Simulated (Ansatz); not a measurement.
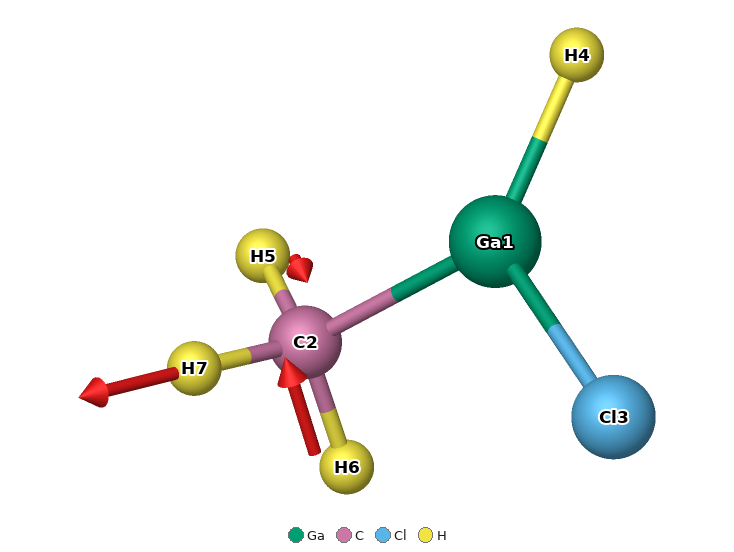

The arrows show one normal mode. Harmonic vibrations computed with RKS PBE0-D4/def2-TZVP (Ansatz 0.2.0) at a stationary point of the same level.

**Describe the motion.**

Mostly out-of-phase stretching of 2 C–H bonds.

**At what wavenumber does it lie?**

3141 cm⁻¹; it is mode 14 of 15 counted from the lowest.
